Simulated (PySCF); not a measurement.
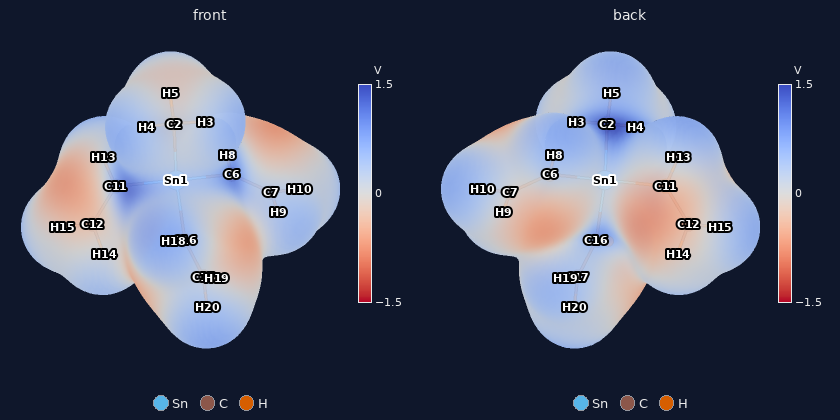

*C7H12Sn (SnMe(vinyl)3). The electrostatic potential painted on the density surface at 0.002 e/bohr³, seen from the front and from behind; the colour scale runs from red (negative) to blue (positive).*

Geometry: PBE0-D3(BJ)/def2-SVP; core potentials replace the inner electrons of Sn.

Level of theory: PySCF 2.14.0, CAM-B3LYP/def2-SVPD, SCF density, gas phase, scalar-relativistic core potentials on the heavy atoms.

The calculation's input:

```
{"job": {"kind": "uv", "xc": "CAM-B3LYP", "basis": "def2-SVPD", "ip": false, "nstates": 10}, "charge": 0, "multiplicity": 1}
Sn     0.021587     0.242472     0.526747
C      0.066042     0.079142     2.671996
H      0.590328    -0.844049     2.958367
H     -0.955805     0.054411     3.077056
H      0.601655     0.935095     3.106778
C      2.018792     0.262681    -0.252148
C      2.648927    -0.838680    -0.672494
H      2.553291     1.220092    -0.304974
H      2.171951    -1.825866    -0.656361
H      3.675272    -0.809353    -1.060782
C     -1.022569     2.015079    -0.077719
C     -2.016104     1.982013    -0.970850
H     -0.733378     2.983613     0.351344
H     -2.348066     1.045409    -1.435125
H     -2.547118     2.889527    -1.285069
C     -1.000199    -1.432827    -0.334011
C     -0.768236    -1.870505    -1.576008
H     -1.761990    -1.948433     0.265211
H     -0.018390    -1.405163    -2.227013
H     -1.313590    -2.720519    -2.005595
```

Launched as:

```sh
OMP_NUM_THREADS=1 python probes_run.py task.json out
```

Where is the surface potential most negative and most positive?

The most negative region (about −0.7 V) lies over the π face of C6, C7, C11 and C12, the most positive (about +1.3 V) over Sn1.

How polar is the molecule by this calculation?

Its dipole moment is 0.14 D.
